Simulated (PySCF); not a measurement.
C₇H₇NSi (SMILES C=C=C(C#N)C#C[SiH2]C)

```
atom    x (Å)    y (Å)    z (Å)
   C  -3.7273   1.5977   0.7935
   C  -2.8013   0.9735   0.1520
   C  -1.8647   0.3314  -0.5157
   C  -2.1560  -0.2454  -1.7796
   N  -2.3770  -0.7166  -2.7999
   C  -0.5349   0.1671  -0.0451
   C   0.6023   0.0079   0.3299
  Si   2.3475  -0.2321   0.8982
   C   3.2390  -1.2851  -0.4022
   H  -4.3780   1.0907   1.4891
   H  -3.8955   2.6559   0.6654
   H   2.9611   1.0961   1.0234
   H   2.3061  -0.9183   2.1953
   H   3.2420  -0.7974  -1.3732
   H   4.2727  -1.4651  -0.1200
   H   2.7564  -2.2511  -0.5225
```

Geometry: GFN2-xTB.

These are results of wB97X-D/def2-SVPD, SCF density, gas phase (PySCF), not measurements.

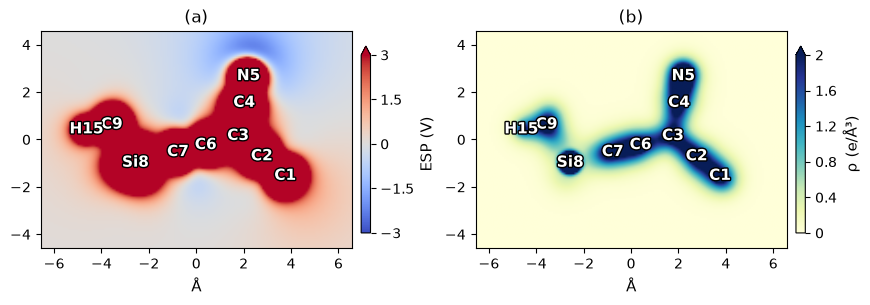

Figure 1. (a) molecular electrostatic potential; (b) electron density on the plane of atoms C2, C3 and C4.

Interpret the plot.

Answer. The section cuts through C, N, Si and H sites. C–N (1.15 Å): ρ is about 3.6 e/Å³ halfway. C–C (1.21 Å): ρ is about 2.7 e/Å³ halfway. C–Si (1.85 Å): the density is about 0.93 e/Å³ at the midpoint. C–H (1.09 Å): the density is about 1.9 e/Å³ at the midpoint. C–C (1.29 Å): ρ is about 2.4 e/Å³ halfway. Outside the dense part of the molecule the potential is most negative (−2.2 V) near N5.

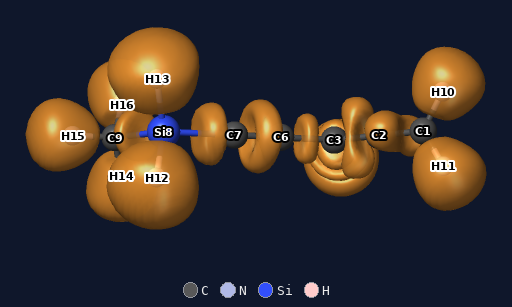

Figure 2. Isosurface of the electron localisation function at 0.8 (orange), seen from one side. Only the valence region is drawn (cores and ρ < 0.01 e/Å³ removed).

What do the ELF domains correspond to?

Answer. At this value the surface marks out five regions between bonded C–C atoms (shared pairs), one region between bonded C–N atoms (shared pairs), two regions between bonded C–Si atoms (shared pairs), seven regions around hydrogen nuclei and one lobe on N, pointing away from the bonds (lone pairs). Along the contacts the grid gives the following. C–N (1.15 Å): the ELF peaks at about 0.85 between the atoms; a short, multiple covalent bond. C–C (1.21 Å): the ELF peaks at about 0.85 between the atoms: a short, multiple covalent bond.

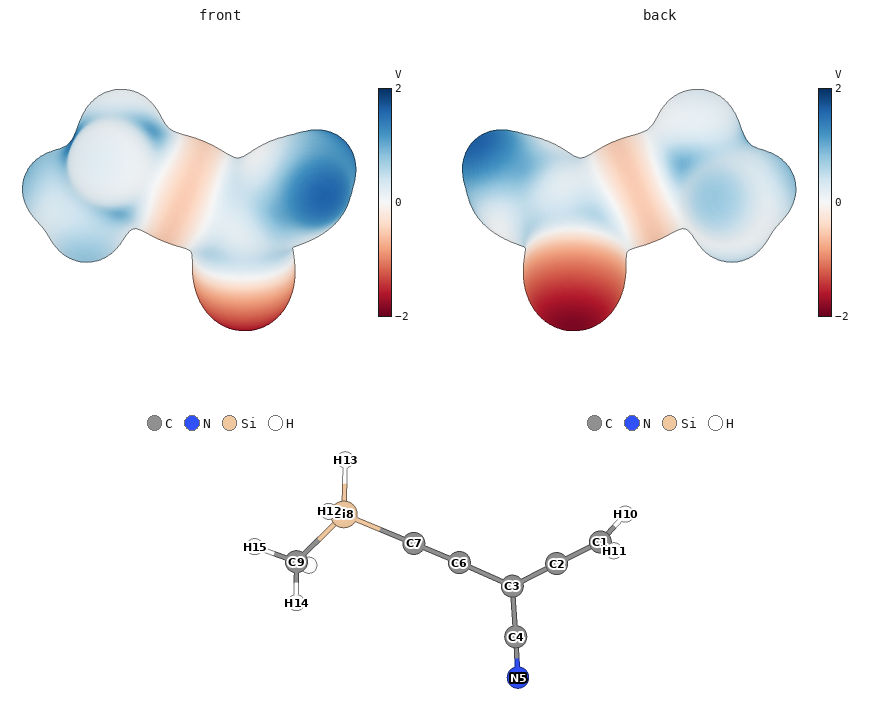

Figure 3. The molecular electrostatic potential painted on the density surface at 0.002 e/bohr³, seen from the front and from behind; red is negative and blue positive. The bare structure is drawn below in the same view.

Which sites attract a positive test charge, and which a negative one?

Answer. A positive charge is drawn to the negative regions and a negative charge to the positive ones. The most negative region (about −1.8 V, or −42 kcal/mol for a unit charge) lies over N5, the most positive (about +1.6 V, or +37 kcal/mol for a unit charge) over H10 and H11. N5 is the likeliest acceptor of a hydrogen bond.

What dipole moment does the calculation give?

Answer. Its dipole moment is 3.92 D.
